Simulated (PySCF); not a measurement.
Input

```
{"job": {"kind": "nmr", "xc": "PBE0", "basis": "pcSseg-1"}, "charge": 0, "multiplicity": 1}
C     -3.290458    -0.091740    -0.773288
P     -2.181559     0.752273     0.448877
C     -2.057900    -0.598912     1.705815
C     -0.630557     0.490378    -0.456456
C      0.518750     0.066251     0.065265
P      2.005598    -0.182855    -0.916246
S      2.635744    -2.013961    -0.960156
C      3.305121     0.976062    -0.240110
O      3.740535     0.478405     0.985654
H     -3.324371     0.492625    -1.690762
H     -4.294885    -0.137484    -0.356833
H     -2.940441    -1.099543    -0.992270
H     -1.399407    -0.288506     2.514392
H     -1.686288    -1.519896     1.258222
H     -3.049610    -0.767632     2.121769
H     -0.657225     0.815669    -1.491610
H      0.611749    -0.268413     1.091587
H      1.678171     0.414604    -2.141924
H      2.880977     1.967373    -0.063178
H      4.123529     1.053763    -0.974312
H      4.003609    -0.448965     0.865094
```

Launched as:

```sh
OMP_NUM_THREADS=1 python probes_run.py task.json out
```

Geometry: GFN2-xTB.

Computed with PBE0/pcSseg-1, SCF density, gas phase, non-relativistic (PySCF).

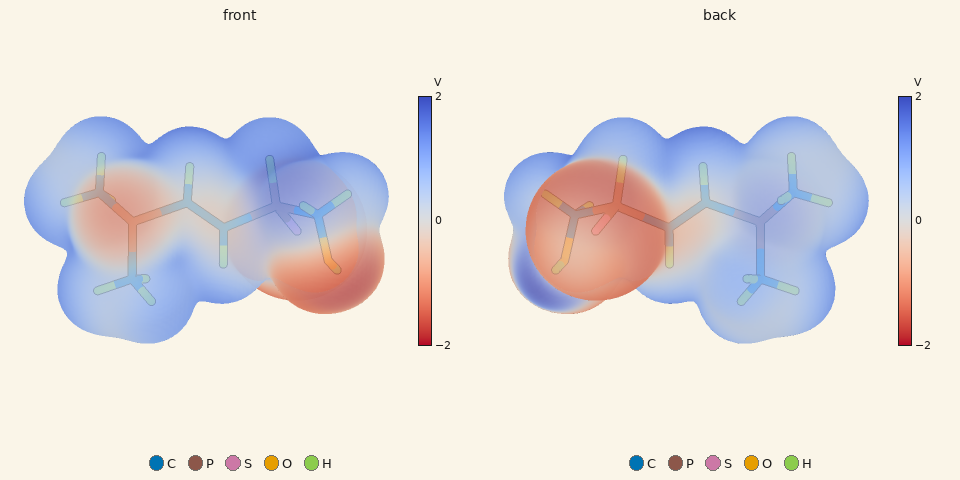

C₅H₁₂OP₂S. The molecular electrostatic potential painted on the density surface at 0.002 e/bohr³, seen from the front and from behind; the colour scale runs from red (negative) to blue (positive).

> Describe the electrostatic potential map.

The most negative region (about −1.4 V) lies over O9, the most positive (about +1.5 V) over P6, C8 and H21. O9 is the likeliest acceptor of a hydrogen bond.
